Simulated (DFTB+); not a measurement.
# Run report: CH5NZn, excited-state calculation

The run: excited-state calculation of CH5NZn. Method and program: DFTB2, R-SCC (DFTB+ 25.1).

The geometry comes from this level: GFN2-xTB.

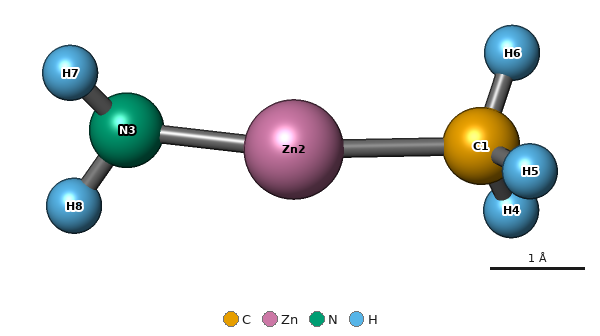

**Figure 1.** The input geometry (ball-and-stick view, seen at a tilt; atoms are numbered from 1 in the order of the input). Sticks mark near contacts. Bond lengths as drawn: C–H 1.08 to 1.09 Å, C–Zn 2.01 Å, H–N 1.01 Å and N–Zn 1.85 Å.

**Results in brief**

| quantity | value |
| --- | --- |
| outcome | converged |
| total energy | −10.310405 hartree |
| basis functions | 22 |
| HOMO | −5.79 eV |
| LUMO | −0.68 eV |
| dipole moment | 1.21 D |
| lowest excitation | 4.93 eV |
| hardware | 1 thread of Intel Xeon @ 2.50GHz (Skylake/Cascade Lake), 128 GiB of memory available, shared host |
| peak memory | 0.077 GiB |

**The input (dftb_in.hsd)**
```
Geometry = xyzFormat {
  <<< "mol.xyz"
}

Hamiltonian = DFTB {
  SCC = Yes
  SlaterKosterFiles = Type2FileNames {
    Prefix = "slakos/"
    Separator = ""
    Suffix = ".spl"
    LowerCaseTypeName = Yes
  }
  MaxAngularMomentum = {
    C = "p"
    Zn = "d"
    N = "p"
    H = "s"
  }
  SCCTolerance = 1e-08
  SpinConstants = {
    ShellResolvedSpin = No
    C = -0.023
    Zn = -0.017
    N = -0.026
    H = -0.072
  }
}

ExcitedState = {
  Casida = {
    NrOfExcitations = 5
    Symmetry = Both
    Diagonaliser = Stratmann {}
  }
}

Options = {
  WriteResultsTag = Yes
}

ParserOptions = {
  ParserVersion = 14
}
```

**File mol.xyz**
```
8

C     -0.993490     1.158990    -0.680580
Zn     0.377180    -0.158600    -0.031950
N      1.168030    -1.488160     0.981010
H     -1.862080     0.631980    -1.063020
H     -0.635850     1.812610    -1.466640
H     -1.325000     1.784740     0.142020
H      2.012510    -1.317100     1.508580
H      1.258700    -2.424470     0.610570
```

Launch command:
```bash
dftb+ > run.log
```

**Output**
```
|  DFTB+ development version (commit: a23bfb2)

Reading input file 'dftb_in.hsd'
Parser version: 14

--------------------------------------------------------------------------------
Reading SK-files:
./slakos/cc.spl
./slakos/czn.spl
./slakos/cn.spl
./slakos/ch.spl
./slakos/znzn.spl
./slakos/znn.spl
./slakos/znh.spl
./slakos/nn.spl
./slakos/nh.spl
./slakos/hh.spl
Done.

Processed input in HSD format written to 'dftb_pin.hsd'

Starting initialization...
--------------------------------------------------------------------------------
OpenMP threads:              1
Chosen random seed:          363799430
Current stacksize:           unlimited
Mode:                        Static calculation
Self consistent charges:     Yes
SCC-tolerance:                 0.100000E-07
Max. scc iterations:                    100
Shell resolved Hubbard:      No
Spin polarisation:           No
Nr. of up electrons:            13.000000
Nr. of down electrons:          13.000000
Periodic boundaries:         No
Electronic solver:           Relatively robust
Casida solver:               Stratmann, SubSpace:   20
Mixer:                       Broyden mixer
Mixing parameter:                  0.200000
Nr. of chrg. vec. in memory:            100
Max. SCC-cycles:                        100
Electronic temperature:              0.100000E-07 H      0.272114E-06 eV
Initial charges:             Set automatically (system chrg:   0.000E+00)
Included shells:             C:  s, p
                            Zn:  s, p, d
                             N:  s, p
                             H:  s
Extra options:
                             Mulliken analysis

--------------------------------------------------------------------------------

***  Geometry step: 0

 iSCC Total electronic   Diff electronic      SCC error
    1   -0.10460742E+02    0.00000000E+00    0.79236988E+00
    2   -0.10470306E+02   -0.10460742E+02    0.53356794E+00
    3   -0.10477985E+02   -0.95634125E-02    0.53090106E-01
    4   -0.10478066E+02   -0.76788836E-02    0.73225438E-01
    5   -0.10478260E+02   -0.81826134E-04    0.18952222E-01
    6   -0.10478270E+02   -0.19383936E-03    0.20601054E-02
    7   -0.10478270E+02   -0.97429548E-05    0.16065039E-03
    8   -0.10478270E+02   -0.16072615E-06    0.26763516E-04
    9   -0.10478270E+02   -0.15270295E-07    0.40360564E-06
   10   -0.10478270E+02   -0.34701131E-10    0.20474445E-06
   11   -0.10478270E+02   -0.53290705E-14    0.51734428E-09

>> Stratmann diagonalisation of response matrix
   Total dimension of A+B:    117 inital subspace:    100
   Iteration  Subspace dimension
        1             105
        2             107
>> Stratmann converged

>> Stratmann diagonalisation of response matrix
   Total dimension of A+B:    117 inital subspace:    100
   Iteration  Subspace dimension
        1             105
        2             113
>> Stratmann converged

Total Energy:                      -10.3104051165 H         -280.5604 eV
Extrapolated to 0K:                -10.3104051165 H         -280.5604 eV
Total Mermin free energy:          -10.3104051165 H         -280.5604 eV
Force related energy:              -10.3104051165 H         -280.5604 eV

--------------------------------------------------------------------------------
--------------------------------------------------------------------------------
Post-SCC processing                    +       0.04 ( 78.0%)       0.04 ( 77.1%)
--------------------------------------------------------------------------------
Missing                                +       0.01 ( 22.0%)       0.01 ( 22.9%)
Total                                  =       0.05 (100.0%)       0.05 (100.0%)
--------------------------------------------------------------------------------
```

**File detailed.out**
```
Fermi distribution function

Calculation with static geometry

********************************************************************************
 iSCC Total electronic   Diff electronic      SCC error
   11   -0.10478270E+02   -0.53290705E-14    0.51734428E-09
********************************************************************************

 Total charge:    -0.00000000

 Atomic gross charges (e)
 Atom           Charge
    1      -0.39544285
    2       0.36276152
    3      -0.49000231
    4       0.06805632
    5       0.06464219
    6       0.06849429
    7       0.16093198
    8       0.16055886

Nr. of electrons (up):     26.00000000
Atom populations (up)
 Atom       Population
    1       4.39544285
    2      11.63723848
    3       5.49000231
    4       0.93194368
    5       0.93535781
    6       0.93150571
    7       0.83906802
    8       0.83944114

l-shell populations (up)
 Atom Sh.   l       Population
    1   1   0       1.33774172
    1   2   1       3.05770113
    2   1   0       1.01889693
    2   2   1       0.70849831
    2   3   2       9.90984324
    3   1   0       1.47553962
    3   2   1       4.01446268
    4   1   0       0.93194368
    5   1   0       0.93535781
    6   1   0       0.93150571
    7   1   0       0.83906802
    8   1   0       0.83944114

Orbital populations (up)
 Atom Sh.   l   m       Population  Label
    1   1   0   0       1.33774172  s
    1   2   1  -1       1.02716004  p_y
    1   2   1   0       0.99200737  p_z
    1   2   1   1       1.03853372  p_x
    2   1   0   0       1.01889693  s
    2   2   1  -1       0.25899148  p_y
    2   2   1   0       0.20384265  p_z
    2   2   1   1       0.24566419  p_x
    2   3   2  -2       1.96199909  d_xy
    2   3   2  -1       1.97273698  d_yz
    2   3   2   0       1.99473723  d_z2
    2   3   2   1       1.98514978  d_xz
    2   3   2   2       1.99522016  d_x2-y2
    3   1   0   0       1.47553962  s
    3   2   1  -1       1.13985505  p_y
    3   2   1   0       1.45894027  p_z
    3   2   1   1       1.41566737  p_x
    4   1   0   0       0.93194368  s
    5   1   0   0       0.93535781  s
    6   1   0   0       0.93150571  s
    7   1   0   0       0.83906802  s
    8   1   0   0       0.83944114  s

Fermi level:                        -0.1187622962 H           -3.2317 eV
Band energy:                        -9.7853165060 H         -266.2720 eV
TS:                                  0.0000000000 H            0.0000 eV
Band free energy (E-TS):            -9.7853165060 H         -266.2720 eV
Extrapolated E(0K):                 -9.7853165060 H         -266.2720 eV
Input / Output electrons (q):     26.0000000000     26.0000000000

Energy H0:                         -10.4954039643 H         -285.5945 eV
Energy SCC:                          0.0171337663 H            0.4662 eV
Total Electronic energy:           -10.4782701980 H         -285.1282 eV
Repulsive energy:                    0.1678650816 H            4.5678 eV
Total energy:                      -10.3104051165 H         -280.5604 eV
Extrapolated to 0:                 -10.3104051165 H         -280.5604 eV
Total Mermin free energy:          -10.3104051165 H         -280.5604 eV
Force related energy:              -10.3104051165 H         -280.5604 eV

Non-constrained calculation

SCC converged

Dipole moment:    0.42470873   -0.19927974   -0.07515477 au
Dipole moment:    1.07950200   -0.50651861   -0.19102439 Debye
```

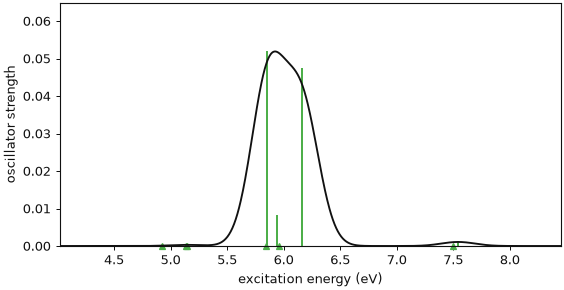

**Figure 2.** Computed excitations as sticks (degenerate states added up, dark ones marked on the axis), with a Gaussian envelope of 0.35 eV full width at half maximum, scaled to the tallest. Of the 10 states the lowest lies at 4.93 eV (f = 0.000); the strongest line is at 5.86 eV, or 212 nm (f = 0.052).

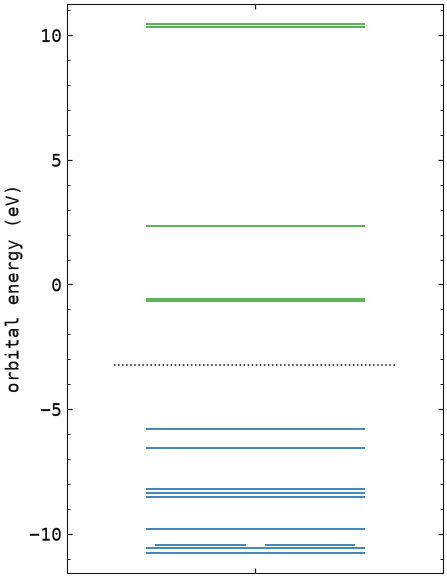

**Figure 3.** Orbital energies near the frontier; the dotted line parts filled from empty levels, and levels within 0.02 eV of each other stand side by side. Highest filled −5.79 eV, lowest empty −0.68 eV, 5.11 eV apart.

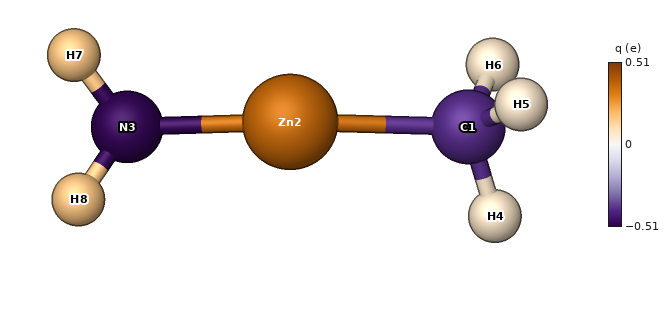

**Figure 4.** Mulliken charges, as the colour of each atom (ball-and-stick view, seen at a tilt; atoms are numbered from 1 in the order of the input). By element: C −0.40, Zn +0.36, N −0.49 and H +0.06 to +0.16 e.
